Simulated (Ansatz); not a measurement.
CH₇NSi: molecular dynamics (part 1 of 4)

The run: molecular dynamics of CH₇NSi. Method and program: RKS B3LYP-D4/def2-SVP (Ansatz 0.2.0).

One setting was made poor on purpose. It belongs to a series of runs on one base structure; here: dynamics from the start. Figures and captions count atoms from 1; the log counts them from 0 in places.

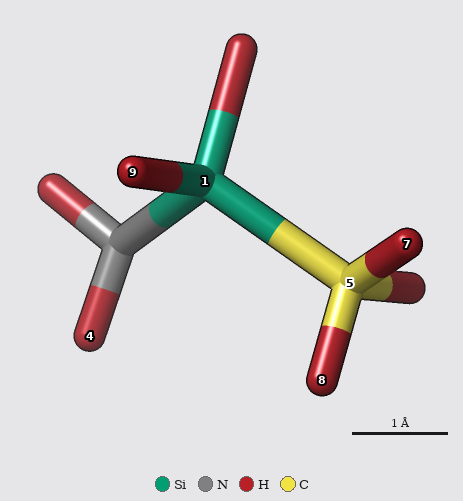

Fig. 1: The starting structure (stick view, seen at a tilt; atoms are numbered from 1 in the order of the input).

**Input**
```yaml
crystal:
  periodic: [false, false, false]
  atoms:
    - { symbol: Si, position_ang: [0.023594, 0.056591, 0.065358] }
    - { symbol: "N", position_ang: [0.077807, -0.243164, 1.77973] }
    - { symbol: H, position_ang: [-0.785371, -0.481101, 2.260769] }
    - { symbol: H, position_ang: [0.644734, 0.359496, 2.37078] }
    - { symbol: C, position_ang: [1.771499, -0.005401, -0.623995] }
    - { symbol: H, position_ang: [2.242916, -0.978071, -0.412006] }
    - { symbol: H, position_ang: [1.768221, 0.152401, -1.714965] }
    - { symbol: H, position_ang: [2.400583, 0.78321, -0.177572] }
    - { symbol: H, position_ang: [-0.583691, 1.37143, -0.338198] }
    - { symbol: H, position_ang: [-0.833892, -1.015389, -0.523201] }
basis:
  gaussian: { orbitals: def2-SVP }
hamiltonian:
  xc: b3lyp
  dispersion: d4
md:
  timestep: 0.5
  n_steps: 300
  ensemble: nvt_nose_hoover
  temperature: 400.0
  initial_velocities: maxwell_boltzmann
  seed: 729471
  nose_hoover: { tau: 3.0, chain_length: 1 }
```

Command:
```bash
ansatz run input.yaml --threads 1 --pin off --max-ram 2048MiB --backend cpu --events-out ev --progress --plain --runs-dir out
```

**What the program printed**
```
Engine: ansatz 0.2.0, aarch64-unknown-linux-gnu
Functional definition: B3LYP
  parameter a0 = 0.2
  parameter ax = 0.72
  parameter ac = 0.81
  exchange = (1 - a0 - ax)*slater_x + ax*b88_x + a0*exact_x
  correlation = (1 - ac)*vwn_rpa_c + ac*lyp_c
880 factors; integrals over basis functions are off by at most 3.8e-4 eV
mean field evaluation 1: about -10506.3019 eV, gradient 6.6e1 eV
mean field evaluation 2: about -10496.3667 eV, gradient 8.9e1 eV
mean field evaluation 4: about -10515.7812 eV, gradient 4.7e0 eV
mean field evaluation 8: about -10515.8402 eV, gradient 1.1e-2 eV
mean field -10515.84018672 eV, -386.4499989696 hartree, gradient 1.6e-5 eV, S^2 0.000000; 0 other end points of the search recorded, 0 dependent functions left out
the calculation of the forces begins
reference -10515.84043362 eV, -386.4500080430 hartree; 17, 17 occupied and 64, 64 virtual orbitals, 880 factors
md step     0: t =     0.00 fs  T =   400.0 K  F+E_penalty+E_count = -10516.08887761 eV  E_kin = 0.413632 eV  conserved = -10515.67524561 eV  (23 SCF iters)
these checks for a lower state are left out or cut short: starts, cluster_reference, orbital_swaps, neighbouring_geometries, increment
880 factors; integrals over basis functions are off by at most 3.6e-4 eV
mean field evaluation 16: about -10515.8208 eV, gradient 2.9e-3 eV
mean field -10515.82706087 eV, -386.4495166033 hartree, gradient 3.4e-5 eV, S^2 0.000000; 0 other end points of the search recorded, 0 dependent functions left out
the calculation of the forces begins
reference -10515.82730819 eV, -386.4495256921 hartree; 17, 17 occupied and 64, 64 virtual orbitals, 880 factors
md step     1: t =     0.50 fs  T =   387.6 K  F+E_penalty+E_count = -10516.07566752 eV  E_kin = 0.400763 eV  conserved = -10515.67499138 eV  (23 SCF iters, 3 dispersion substeps)
[... from here on the SCF iterations and repeated set-up lines of each step are left out, up to the last step ...]
md step     2: t =     1.00 fs  T =   354.1 K  F+E_penalty+E_count = -10516.03960521 eV  E_kin = 0.366125 eV  conserved = -10515.67443768 eV  (22 SCF iters, 3 dispersion substeps)
md step     3: t =     1.50 fs  T =   308.7 K  F+E_penalty+E_count = -10515.98904072 eV  E_kin = 0.319242 eV  conserved = -10515.67375115 eV  (23 SCF iters, 3 dispersion substeps)
md step     4: t =     2.00 fs  T =   262.4 K  F+E_penalty+E_count = -10515.93421002 eV  E_kin = 0.271331 eV  conserved = -10515.67311146 eV  (23 SCF iters, 3 dispersion substeps)
md step     5: t =     2.50 fs  T =   224.5 K  F+E_penalty+E_count = -10515.88444506 eV  E_kin = 0.232106 eV  conserved = -10515.67266498 eV  (23 SCF iters, 3 dispersion substeps)
md step     6: t =     3.00 fs  T =   201.2 K  F+E_penalty+E_count = -10515.84609032 eV  E_kin = 0.208068 eV  conserved = -10515.67248744 eV  (24 SCF iters, 3 dispersion substeps)
md step     7: t =     3.50 fs  T =   195.6 K  F+E_penalty+E_count = -10515.82150757 eV  E_kin = 0.202215 eV  conserved = -10515.67256738 eV  (23 SCF iters, 3 dispersion substeps)
md step     8: t =     4.00 fs  T =   207.5 K  F+E_penalty+E_count = -10515.80916163 eV  E_kin = 0.214608 eV  conserved = -10515.67282242 eV  (23 SCF iters, 3 dispersion substeps)
md step     9: t =     4.50 fs  T =   235.1 K  F+E_penalty+E_count = -10515.80446479 eV  E_kin = 0.243099 eV  conserved = -10515.67313814 eV  (23 SCF iters, 3 dispersion substeps)
md step    10: t =     5.00 fs  T =   274.5 K  F+E_penalty+E_count = -10515.80094562 eV  E_kin = 0.283852 eV  conserved = -10515.67340302 eV  (23 SCF iters, 3 dispersion substeps)
md step    11: t =     5.50 fs  T =   320.7 K  F+E_penalty+E_count = -10515.79146561 eV  E_kin = 0.331600 eV  conserved = -10515.67351844 eV  (23 SCF iters, 3 dispersion substeps)
md step    12: t =     6.00 fs  T =   367.6 K  F+E_penalty+E_count = -10515.76955936 eV  E_kin = 0.380094 eV  conserved = -10515.67338392 eV  (23 SCF iters, 3 dispersion substeps)
md step    13: t =     6.50 fs  T =   409.6 K  F+E_penalty+E_count = -10515.73127298 eV  E_kin = 0.423575 eV  conserved = -10515.67288829 eV  (23 SCF iters, 3 dispersion substeps)
md step    14: t =     7.00 fs  T =   444.6 K  F+E_penalty+E_count = -10515.67765772 eV  E_kin = 0.459760 eV  conserved = -10515.67196954 eV  (23 SCF iters, 3 dispersion substeps)
md step    15: t =     7.50 fs  T =   476.8 K  F+E_penalty+E_count = -10515.61681916 eV  E_kin = 0.493100 eV  conserved = -10515.67078124 eV  (24 SCF iters, 3 dispersion substeps)
md step    16: t =     8.00 fs  T =   516.9 K  F+E_penalty+E_count = -10515.56254697 eV  E_kin = 0.534471 eV  conserved = -10515.66983149 eV  (24 SCF iters, 3 dispersion substeps)
md step    17: t =     8.50 fs  T =   573.8 K  F+E_penalty+E_count = -10515.52683297 eV  E_kin = 0.593363 eV  conserved = -10515.66975459 eV  (24 SCF iters, 3 dispersion substeps)
md step    18: t =     9.00 fs  T =   643.0 K  F+E_penalty+E_count = -10515.50926480 eV  E_kin = 0.664959 eV  conserved = -10515.67066844 eV  (24 SCF iters, 3 dispersion substeps)
md step    19: t =     9.50 fs  T =   700.3 K  F+E_penalty+E_count = -10515.49344962 eV  E_kin = 0.724130 eV  conserved = -10515.67183169 eV  (24 SCF iters, 3 dispersion substeps)
md step    20: t =    10.00 fs  T =   713.8 K  F+E_penalty+E_count = -10515.45757125 eV  E_kin = 0.738111 eV  conserved = -10515.67225047 eV  (24 SCF iters, 3 dispersion substeps)
md step    21: t =    10.50 fs  T =   668.6 K  F+E_penalty+E_count = -10515.39137819 eV  E_kin = 0.691342 eV  conserved = -10515.67157428 eV  (24 SCF iters, 3 dispersion substeps)
md step    22: t =    11.00 fs  T =   578.8 K  F+E_penalty+E_count = -10515.30388712 eV  E_kin = 0.598477 eV  conserved = -10515.67025162 eV  (24 SCF iters, 3 dispersion substeps)
md step    23: t =    11.50 fs  T =   476.9 K  F+E_penalty+E_count = -10515.21647298 eV  E_kin = 0.493107 eV  conserved = -10515.66899361 eV  (24 SCF iters, 3 dispersion substeps)
md step    24: t =    12.00 fs  T =   393.3 K  F+E_penalty+E_count = -10515.15020585 eV  E_kin = 0.406695 eV  conserved = -10515.66824689 eV  (24 SCF iters, 3 dispersion substeps)
md step    25: t =    12.50 fs  T =   345.0 K  F+E_penalty+E_count = -10515.11774985 eV  E_kin = 0.356757 eV  conserved = -10515.66807673 eV  (24 SCF iters, 3 dispersion substeps)
md step    26: t =    13.00 fs  T =   335.7 K  F+E_penalty+E_count = -10515.12216665 eV  E_kin = 0.347094 eV  conserved = -10515.66835314 eV  (24 SCF iters, 3 dispersion substeps)
md step    27: t =    13.50 fs  T =   360.1 K  F+E_penalty+E_count = -10515.15911598 eV  E_kin = 0.372378 eV  conserved = -10515.66893955 eV  (24 SCF iters, 3 dispersion substeps)
md step    28: t =    14.00 fs  T =   407.5 K  F+E_penalty+E_count = -10515.21914112 eV  E_kin = 0.421419 eV  conserved = -10515.66971972 eV  (24 SCF iters, 3 dispersion substeps)
md step    29: t =    14.50 fs  T =   463.1 K  F+E_penalty+E_count = -10515.28957919 eV  E_kin = 0.478849 eV  conserved = -10515.67054835 eV  (24 SCF iters, 3 dispersion substeps)
md step    30: t =    15.00 fs  T =   510.1 K  F+E_penalty+E_count = -10515.35700507 eV  E_kin = 0.527529 eV  conserved = -10515.67126732 eV  (24 SCF iters, 3 dispersion substeps)
md step    31: t =    15.50 fs  T =   534.5 K  F+E_penalty+E_count = -10515.41016009 eV  E_kin = 0.552730 eV  conserved = -10515.67178132 eV  (23 SCF iters, 3 dispersion substeps)
md step    32: t =    16.00 fs  T =   528.5 K  F+E_penalty+E_count = -10515.44216203 eV  E_kin = 0.546549 eV  conserved = -10515.67207265 eV  (23 SCF iters, 3 dispersion substeps)
md step    33: t =    16.50 fs  T =   493.3 K  F+E_penalty+E_count = -10515.45129280 eV  E_kin = 0.510089 eV  conserved = -10515.67212868 eV  (23 SCF iters, 3 dispersion substeps)
md step    34: t =    17.00 fs  T =   437.6 K  F+E_penalty+E_count = -10515.44098238 eV  E_kin = 0.452534 eV  conserved = -10515.67188052 eV  (23 SCF iters, 3 dispersion substeps)
md step    35: t =    17.50 fs  T =   375.5 K  F+E_penalty+E_count = -10515.41977961 eV  E_kin = 0.388334 eV  conserved = -10515.67126893 eV  (24 SCF iters, 3 dispersion substeps)
md step    36: t =    18.00 fs  T =   322.9 K  F+E_penalty+E_count = -10515.40074592 eV  E_kin = 0.333872 eV  conserved = -10515.67040751 eV  (24 SCF iters, 3 dispersion substeps)
md step    37: t =    18.50 fs  T =   293.8 K  F+E_penalty+E_count = -10515.39873379 eV  E_kin = 0.303855 eV  conserved = -10515.66965270 eV  (24 SCF iters, 3 dispersion substeps)
md step    38: t =    19.00 fs  T =   297.2 K  F+E_penalty+E_count = -10515.42523001 eV  E_kin = 0.307377 eV  conserved = -10515.66942675 eV  (23 SCF iters, 3 dispersion substeps)
md step    39: t =    19.50 fs  T =   333.2 K  F+E_penalty+E_count = -10515.48312434 eV  E_kin = 0.344535 eV  conserved = -10515.66990682 eV  (23 SCF iters, 3 dispersion substeps)
md step    40: t =    20.00 fs  T =   392.0 K  F+E_penalty+E_count = -10515.56496121 eV  E_kin = 0.405367 eV  conserved = -10515.67088684 eV  (24 SCF iters, 3 dispersion substeps)
md step    41: t =    20.50 fs  T =   456.8 K  F+E_penalty+E_count = -10515.65614067 eV  E_kin = 0.472369 eV  conserved = -10515.67195247 eV  (23 SCF iters, 3 dispersion substeps)
md step    42: t =    21.00 fs  T =   508.8 K  F+E_penalty+E_count = -10515.74099233 eV  E_kin = 0.526173 eV  conserved = -10515.67276661 eV  (23 SCF iters, 3 dispersion substeps)
md step    43: t =    21.50 fs  T =   534.1 K  F+E_penalty+E_count = -10515.80812300 eV  E_kin = 0.552264 eV  conserved = -10515.67320390 eV  (23 SCF iters, 3 dispersion substeps)
md step    44: t =    22.00 fs  T =   527.7 K  F+E_penalty+E_count = -10515.85283659 eV  E_kin = 0.545635 eV  conserved = -10515.67330500 eV  (23 SCF iters, 3 dispersion substeps)
md step    45: t =    22.50 fs  T =   494.3 K  F+E_penalty+E_count = -10515.87666508 eV  E_kin = 0.511196 eV  conserved = -10515.67318091 eV  (23 SCF iters, 3 dispersion substeps)
md step    46: t =    23.00 fs  T =   445.0 K  F+E_penalty+E_count = -10515.88519689 eV  E_kin = 0.460118 eV  conserved = -10515.67295825 eV  (24 SCF iters, 3 dispersion substeps)
md step    47: t =    23.50 fs  T =   391.3 K  F+E_penalty+E_count = -10515.88539008 eV  E_kin = 0.404620 eV  conserved = -10515.67275496 eV  (24 SCF iters, 3 dispersion substeps)
md step    48: t =    24.00 fs  T =   342.3 K  F+E_penalty+E_count = -10515.88325192 eV  E_kin = 0.353993 eV  conserved = -10515.67265527 eV  (24 SCF iters, 3 dispersion substeps)
md step    49: t =    24.50 fs  T =   302.8 K  F+E_penalty+E_count = -10515.88247709 eV  E_kin = 0.313082 eV  conserved = -10515.67268621 eV  (24 SCF iters, 3 dispersion substeps)
md step    50: t =    25.00 fs  T =   273.5 K  F+E_penalty+E_count = -10515.88423199 eV  E_kin = 0.282848 eV  conserved = -10515.67282012 eV  (24 SCF iters, 3 dispersion substeps)
md step    51: t =    25.50 fs  T =   253.2 K  F+E_penalty+E_count = -10515.88778173 eV  E_kin = 0.261840 eV  conserved = -10515.67300615 eV  (24 SCF iters, 3 dispersion substeps)
md step    52: t =    26.00 fs  T =   239.5 K  F+E_penalty+E_count = -10515.89138065 eV  E_kin = 0.247619 eV  conserved = -10515.67319840 eV  (24 SCF iters, 3 dispersion substeps)
md step    53: t =    26.50 fs  T =   229.8 K  F+E_penalty+E_count = -10515.89299945 eV  E_kin = 0.237676 eV  conserved = -10515.67336333 eV  (24 SCF iters, 3 dispersion substeps)
md step    54: t =    27.00 fs  T =   222.3 K  F+E_penalty+E_count = -10515.89082389 eV  E_kin = 0.229927 eV  conserved = -10515.67346697 eV  (24 SCF iters, 3 dispersion substeps)
md step    55: t =    27.50 fs  T =   215.8 K  F+E_penalty+E_count = -10515.88372416 eV  E_kin = 0.223107 eV  conserved = -10515.67346534 eV  (24 SCF iters, 3 dispersion substeps)
md step    56: t =    28.00 fs  T =   210.1 K  F+E_penalty+E_count = -10515.87184588 eV  E_kin = 0.217268 eV  conserved = -10515.67331762 eV  (24 SCF iters, 3 dispersion substeps)
md step    57: t =    28.50 fs  T =   207.3 K  F+E_penalty+E_count = -10515.85716286 eV  E_kin = 0.214330 eV  conserved = -10515.67302524 eV  (24 SCF iters, 3 dispersion substeps)
md step    58: t =    29.00 fs  T =   211.1 K  F+E_penalty+E_count = -10515.84347828 eV  E_kin = 0.218250 eV  conserved = -10515.67267288 eV  (25 SCF iters, 3 dispersion substeps)
md step    59: t =    29.50 fs  T =   226.5 K  F+E_penalty+E_count = -10515.83529515 eV  E_kin = 0.234270 eV  conserved = -10515.67242438 eV  (25 SCF iters, 3 dispersion substeps)
md step    60: t =    30.00 fs  T =   258.2 K  F+E_penalty+E_count = -10515.83548810 eV  E_kin = 0.266953 eV  conserved = -10515.67244139 eV  (24 SCF iters, 3 dispersion substeps)
md step    61: t =    30.50 fs  T =   306.9 K  F+E_penalty+E_count = -10515.84268645 eV  E_kin = 0.317385 eV  conserved = -10515.67275966 eV  (24 SCF iters, 3 dispersion substeps)
md step    62: t =    31.00 fs  T =   368.2 K  F+E_penalty+E_count = -10515.85001301 eV  E_kin = 0.380702 eV  conserved = -10515.67322678 eV  (24 SCF iters, 3 dispersion substeps)
md step    63: t =    31.50 fs  T =   430.8 K  F+E_penalty+E_count = -10515.84644589 eV  E_kin = 0.445473 eV  conserved = -10515.67356899 eV  (23 SCF iters, 3 dispersion substeps)
md step    64: t =    32.00 fs  T =   479.8 K  F+E_penalty+E_count = -10515.82060031 eV  E_kin = 0.496150 eV  conserved = -10515.67354348 eV  (23 SCF iters, 3 dispersion substeps)
md step    65: t =    32.50 fs  T =   501.4 K  F+E_penalty+E_count = -10515.76523670 eV  E_kin = 0.518473 eV  conserved = -10515.67304739 eV  (23 SCF iters, 3 dispersion substeps)
md step    66: t =    33.00 fs  T =   489.0 K  F+E_penalty+E_count = -10515.68046348 eV  E_kin = 0.505712 eV  conserved = -10515.67212933 eV  (23 SCF iters, 3 dispersion substeps)
md step    67: t =    33.50 fs  T =   447.0 K  F+E_penalty+E_count = -10515.57439451 eV  E_kin = 0.462256 eV  conserved = -10515.67095172 eV  (23 SCF iters, 3 dispersion substeps)
md step    68: t =    34.00 fs  T =   389.0 K  F+E_penalty+E_count = -10515.46113244 eV  E_kin = 0.402253 eV  conserved = -10515.66975482 eV  (23 SCF iters, 3 dispersion substeps)
md step    69: t =    34.50 fs  T =   332.9 K  F+E_penalty+E_count = -10515.35681938 eV  E_kin = 0.344272 eV  conserved = -10515.66880967 eV  (23 SCF iters, 3 dispersion substeps)
md step    70: t =    35.00 fs  T =   295.3 K  F+E_penalty+E_count = -10515.27510437 eV  E_kin = 0.305370 eV  conserved = -10515.66832221 eV  (23 SCF iters, 3 dispersion substeps)
md step    71: t =    35.50 fs  T =   287.6 K  F+E_penalty+E_count = -10515.22368760 eV  E_kin = 0.297396 eV  conserved = -10515.66833134 eV  (24 SCF iters, 3 dispersion substeps)
md step    72: t =    36.00 fs  T =   315.4 K  F+E_penalty+E_count = -10515.20319987 eV  E_kin = 0.326142 eV  conserved = -10515.66868950 eV  (24 SCF iters, 3 dispersion substeps)
md step    73: t =    36.50 fs  T =   379.1 K  F+E_penalty+E_count = -10515.20849722 eV  E_kin = 0.392025 eV  conserved = -10515.66916293 eV  (24 SCF iters, 3 dispersion substeps)
md step    74: t =    37.00 fs  T =   474.1 K  F+E_penalty+E_count = -10515.23113771 eV  E_kin = 0.490252 eV  conserved = -10515.66958545 eV  (24 SCF iters, 3 dispersion substeps)
md step    75: t =    37.50 fs  T =   588.9 K  F+E_penalty+E_count = -10515.26129231 eV  E_kin = 0.608942 eV  conserved = -10515.66994378 eV  (24 SCF iters, 3 dispersion substeps)
md step    76: t =    38.00 fs  T =   702.1 K  F+E_penalty+E_count = -10515.28816545 eV  E_kin = 0.726047 eV  conserved = -10515.67032551 eV  (24 SCF iters, 3 dispersion substeps)
md step    77: t =    38.50 fs  T =   783.3 K  F+E_penalty+E_count = -10515.29993270 eV  E_kin = 0.810021 eV  conserved = -10515.67073964 eV  (24 SCF iters, 3 dispersion substeps)
md step    78: t =    39.00 fs  T =   803.4 K  F+E_penalty+E_count = -10515.28600147 eV  E_kin = 0.830728 eV  conserved = -10515.67094131 eV  (23 SCF iters, 3 dispersion substeps)
md step    79: t =    39.50 fs  T =   752.9 K  F+E_penalty+E_count = -10515.24336707 eV  E_kin = 0.778597 eV  conserved = -10515.67051099 eV  (23 SCF iters, 3 dispersion substeps)
md step    80: t =    40.00 fs  T =   653.5 K  F+E_penalty+E_count = -10515.18342079 eV  E_kin = 0.675808 eV  conserved = -10515.66932651 eV  (23 SCF iters, 3 dispersion substeps)
md step    81: t =    40.50 fs  T =   546.4 K  F+E_penalty+E_count = -10515.13071533 eV  E_kin = 0.565054 eV  conserved = -10515.66799170 eV  (24 SCF iters, 3 dispersion substeps)
```
